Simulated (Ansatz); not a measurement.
# BH2+ (singlet): one geometry, many settings

Aim: run BH2+ (singlet) at one geometry under a spread of methods and options, and see what each costs and gives.

Method: the settings change from run to run; program: Ansatz 0.2.0, Gaussian basis.

6 further runs of the same task are left out: 1 for a known fault of the program, 2 that didn't finish, 3 set aside as unsound or not needed.

### 1 What is computed

The geometry is a PBE0/def2-TZVP stationary point (not a proven minimum).

3 atoms, charge 1, spin multiplicity 1.

Atoms are counted from 1 here; the program's logs count them from 0.

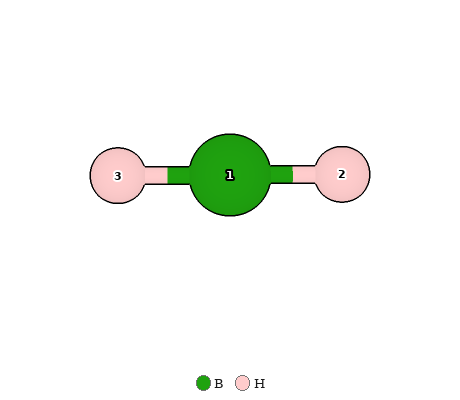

The structure; boron green, hydrogen pink; atoms are numbered from 1 in the order of the file.

### 2 BCCD on RHF/def2-TZVP

in.yaml

```yaml
crystal:
  periodic: [false, false, false]
  atoms:
    - {symbol: B, position_ang: [0.000000, 0.000000, 0.000000]}
    - {symbol: H, position_ang: [0.000000, 0.000000, -1.179181]}
    - {symbol: H, position_ang: [0.000000, 0.000000, 1.179181]}
basis:
  gaussian: {orbitals: def2-TZVP}
total_charge: 1
magnetization: {spin_polarized: false}
correlation: {method: bccd, electrons: outside_noble_gas}
scf: {omitted_lower_state_checks: [cluster_reference]}
output: {forces: true}
```

The run is started by

```
$ ansatz run in.yaml --threads 1 --pin off --events-out ev --progress --plain --max-ram 2393MiB
```

The program printed (excerpt; [...] marks lines left out):

```text
Functional definition: HF
  name "HF"
  cite "Fock, Z. Phys. 61, 126 (1930) doi:10.1007/BF01340294"
  parent pbe
[...]
294 factors; integrals over basis functions are off by at most 8.8e-4 eV
[...]
mean field -693.31419450 eV, -25.4788267026 hartree, gradient 1.1e-6 eV, S^2 0.000000; 0 other end points of the search recorded, 0 dependent functions left out
1 core orbitals not correlated: weight in the atoms' cores, before any rotation towards them, 1.000 or more for the frozen orbitals, at most 0.000 for the correlated occupied ones
reference -693.31419450 eV, -25.4788267026 hartree; 2, 2 occupied and 40, 40 virtual orbitals, 294 factors
second order -1.75387657 eV of doubles, -0.00000000 eV of singles
cycle   1  -2.09628592 eV  change   -3.4e-1 eV  update   3.9e-2
[...]
cycle   8  -2.23307571 eV  change    1.0e-6 eV  update   2.7e-6
[...]
Total energy: -695.54727021 eV, -25.5608907212 hartree
Atom 0 at     0.000000     0.000000     0.000000 Å, force     0.000000    -0.000000    -0.000000 eV/Å
Atom 1 at     0.000000     0.000000    -1.179181 Å, force     0.000000     0.000000     0.073702 eV/Å
Atom 2 at     0.000000     0.000000     1.179181 Å, force    -0.000000     0.000000    -0.073702 eV/Å
Dipole moment:     0.000000     0.000000    -0.000000 e Å
Checks for a lower state left out: cluster_reference
```

Run time: 0.69 s. Hardware: 1 thread of AMD EPYC 7R43, shared host.

From the report: correlation -2.2331 eV; largest double amplitude 0.06.

### 3 CCSD(T) on RHF/6-31G

in.yaml

```yaml
crystal:
  periodic: [false, false, false]
  atoms:
    - {symbol: B, position_ang: [0.000000, 0.000000, 0.000000]}
    - {symbol: H, position_ang: [0.000000, 0.000000, -1.179181]}
    - {symbol: H, position_ang: [0.000000, 0.000000, 1.179181]}
basis:
  gaussian: {orbitals: 6-31G}
total_charge: 1
magnetization: {spin_polarized: false}
correlation: {method: ccsd_t, electrons: outside_noble_gas}
output: {forces: true}
```

The command is unchanged.

The program printed (excerpt; [...] marks lines left out):

```text
Functional definition: HF
  name "HF"
  cite "Fock, Z. Phys. 61, 126 (1930) doi:10.1007/BF01340294"
  parent pbe
[...]
190 factors; integrals over basis functions are off by at most 2.4e-4 eV
[...]
mean field -692.82545701 eV, -25.4608659311 hartree, gradient 1.5e-6 eV, S^2 0.000000; 0 other end points of the search recorded, 0 dependent functions left out
1 core orbitals not correlated: weight in the atoms' cores, before any rotation towards them, 1.000 or more for the frozen orbitals, at most 0.000 for the correlated occupied ones
reference -692.82545701 eV, -25.4608659311 hartree; 2, 2 occupied and 10, 10 virtual orbitals, 190 factors
second order -0.94321390 eV of doubles, -0.00000000 eV of singles
cycle   1  -1.19197197 eV  change   -2.5e-1 eV  update   3.6e-2
[...]
cycle   8  -1.30756698 eV  change    2.8e-6 eV  update   7.4e-7
perturbative correction -0.01127758 eV, -0.0004144433 hartree
[...]
Total energy: -694.14430157 eV, -25.5093325747 hartree
Atom 0 at     0.000000     0.000000     0.000000 Å, force    -0.000000    -0.000000    -0.000000 eV/Å
Atom 1 at     0.000000     0.000000    -1.179181 Å, force    -0.000000    -0.000000    -0.164609 eV/Å
Atom 2 at     0.000000     0.000000     1.179181 Å, force     0.000000     0.000000     0.164609 eV/Å
Dipole moment:    -0.000000     0.000000    -0.000000 e Å
```

Wall time 0.18 s (1 thread of AMD EPYC 7R43, shared host).

From the report: correlation -1.3188 eV; T1 0.006; largest double amplitude 0.07.

### 4 CASSCF(4,3)/aug-cc-pVDZ

Edit in.yaml of step 3 so:

```diff
@@ -7,6 +7,5 @@
 basis:
-  gaussian: {orbitals: 6-31G}
+  gaussian: {orbitals: aug-cc-pVDZ}
 total_charge: 1
-magnetization: {spin_polarized: false}
-correlation: {method: ccsd_t, electrons: outside_noble_gas}
+correlation: {active_space: {window: {electrons: 4, orbitals: 3}}}
 output: {forces: true}
```

Launched as before.

The program printed (excerpt; [...] marks lines left out):

```text
Functional definition: HF
  name "HF"
  cite "Fock, Z. Phys. 61, 126 (1930) doi:10.1007/BF01340294"
  parent pbe
[...]
400 factors; integrals over basis functions are off by at most 2.0e-4 eV
[...]
mean field -693.14673540 eV, -25.4726726942 hartree, gradient 6.7e-7 eV, S^2 0.000000; 0 other end points of the search recorded, 0 dependent functions left out
reference -693.14673540 eV, -25.4726726942 hartree; 3, 3 occupied and 38, 38 virtual orbitals, 400 factors
state -693.52300149 eV, -25.4865002180 hartree
[...]
WARN: the results are in doubt because the forces break the atoms' symmetry
Total energy: -693.52300149 eV, -25.4865002180 hartree
Atom 0 at     0.000000     0.000000     0.000000 Å, force    -0.000000    -0.000000     0.588284 eV/Å
Atom 1 at     0.000000     0.000000    -1.179181 Å, force     0.000000    -0.000000    -0.496080 eV/Å
Atom 2 at     0.000000     0.000000     1.179181 Å, force     0.000000     0.000000    -0.092203 eV/Å
Dipole moment:    -0.000000    -0.000000     0.004008 e Å
In doubt: the forces break the atoms' symmetry
```

Run time: 0.63 s. Hardware: 1 thread of AMD EPYC 7R43, shared host.

From the report: 9 determinants; active occupations 2.00, 1.98, 0.02. The program marks this result as in doubt; its last lines say why.

### 5 NEVPT2(2,8)/def2-SVPD

Edit in.yaml of step 4 so:

```diff
@@ -7,5 +7,6 @@
 basis:
-  gaussian: {orbitals: aug-cc-pVDZ}
+  gaussian: {orbitals: def2-SVPD}
 total_charge: 1
-correlation: {active_space: {window: {electrons: 4, orbitals: 3}}}
+correlation: {method: sc_nevpt2, electrons: outside_noble_gas, active_space: {window: {electrons: 2, orbitals: 8}}}
+scf: {lower_state_search: off}
 output: {forces: true}
```

Same command.

The program printed (excerpt; [...] marks lines left out):

```text
Functional definition: HF
  name "HF"
  cite "Fock, Z. Phys. 61, 126 (1930) doi:10.1007/BF01340294"
  parent pbe
[...]
361 factors; integrals over basis functions are off by at most 7.4e-4 eV
[...]
mean field -692.47704493 eV, -25.4480620234 hartree, gradient 3.2e-6 eV, S^2 0.000000; 0 other end points of the search recorded, 0 dependent functions left out
reference -692.47704493 eV, -25.4480620234 hartree; 3, 3 occupied and 33, 33 virtual orbitals, 361 factors
state -693.40096228 eV, -25.4820153597 hartree
state -693.40096228 eV, -25.4820153597 hartree; corrected -694.16944288 eV, -25.5102565011 hartree
[...]
WARN: the results are in doubt because the forces break the atoms' symmetry
Total energy: -694.16944288 eV, -25.5102565011 hartree
Atom 0 at     0.000000     0.000000     0.000000 Å, force     0.000000     0.000000    -0.180259 eV/Å
Atom 1 at     0.000000     0.000000    -1.179181 Å, force    -0.000000    -0.000000    -0.045219 eV/Å
Atom 2 at     0.000000     0.000000     1.179181 Å, force     0.000000     0.000000     0.225478 eV/Å
Dipole moment:     0.000000     0.000000     0.003810 e Å
In doubt: the forces break the atoms' symmetry
Checks for a lower state left out: stability, starts, cluster_reference, orbital_swaps, neighbouring_geometries, increment
```

Run time: 0.85 s. Hardware: 1 thread of AMD EPYC 7R43, shared host.

From the report: 24 determinants; active occupations 1.96, 0.01, 0.01, 0.01, 0.00, 0.00, 0.00, 0.00. The program marks this result as in doubt; its last lines say why.

### 6 CCSDT(Q)/B on RHF/def2-mTZVP

in.yaml

```yaml
crystal:
  periodic: [false, false, false]
  atoms:
    - {symbol: B, position_ang: [0.000000, 0.000000, 0.000000]}
    - {symbol: H, position_ang: [0.000000, 0.000000, -1.179181]}
    - {symbol: H, position_ang: [0.000000, 0.000000, 1.179181]}
basis:
  gaussian: {orbitals: def2-mTZVP, fitting: {mean_field: def2-universal-jkfit}, point_charges: [{charge: -1.00, position_ang: [2.853, 0.884, -0.869]}]}
total_charge: 1
magnetization: {spin_polarized: false}
correlation: {method: ccsdt_q_b, electrons: outside_noble_gas}
accuracy: high
output: {forces: true}
```

The command is unchanged.

The program printed (excerpt; [...] marks lines left out):

```text
Functional definition: HF
  name "HF"
  cite "Fock, Z. Phys. 61, 126 (1930) doi:10.1007/BF01340294"
  parent pbe
[...]
111 factors; integrals over basis functions are off by at most 3.6e-1 eV
[...]
mean field -697.87990631 eV, -25.6466135170 hartree, gradient 2.0e-8 eV, S^2 0.000000; 0 other end points of the search recorded, 0 dependent functions left out
1 core orbitals not correlated: weight in the atoms' cores, before any rotation towards them, 1.000 or more for the frozen orbitals, at most 0.000 for the correlated occupied ones
reference -697.87990631 eV, -25.6466135170 hartree; 2, 2 occupied and 22, 22 virtual orbitals, 111 factors
second order -1.30711492 eV of doubles, -0.00000000 eV of singles
cycle   1  -1.58794430 eV  change   -2.8e-1 eV  update   3.8e-2
[...]
cycle  18  -1.73257340 eV  change   6.4e-11 eV  update  3.6e-10
perturbative correction -0.00032946 eV, -0.0000121076 hartree
[...]
Total energy: -699.61280918 eV, -25.7102965228 hartree
Atom 0 at     0.000000     0.000000     0.000000 Å, force     1.574503     0.487859    -0.398609 eV/Å
Atom 1 at     0.000000     0.000000    -1.179181 Å, force    -0.069174    -0.021433     0.262298 eV/Å
Atom 2 at     0.000000     0.000000     1.179181 Å, force    -0.071252    -0.022077    -0.299639 eV/Å
Dipole moment:     0.089477     0.027724    -0.035506 e Å
```

Wall time 1.6 s (1 thread of AMD EPYC 7R43, shared host).

From the report: correlation -1.7329 eV; T1 0.008; largest double amplitude 0.06.

### 7 The runs in one table

 † marks a result that the program doubts.

```csv
level,correlated,functions,energy (eV),time
BCCD on RHF/def2-TZVP,outside noble gas,43,-695.5473,0.69 s
CCSD(T) on RHF/6-31G,outside noble gas,13,-694.1443,0.18 s
"CASSCF(4,3)/aug-cc-pVDZ †",,41,-693.5230,0.63 s
"NEVPT2(2,8)/def2-SVPD †",outside noble gas,36,-694.1694,0.85 s
CCSDT(Q)/B on RHF/def2-mTZVP (beside a point charge),outside noble gas,25,-699.6128,1.6 s
```

### 8 Results

| quantity | value |
| --- | --- |
| runs | 5 |
| quickest | CCSD(T) on RHF/6-31G, 0.18 s |
| slowest | CCSDT(Q)/B on RHF/def2-mTZVP (beside a point charge), 1.6 s |

In words: Total energies in different bases, with other cores or another treatment of relativity can't be set against each other. CCSDT(Q)/B on RHF/def2-mTZVP (beside a point charge) took 9 times as long as CCSD(T) on RHF/6-31G; the jobs differ in more than the method.
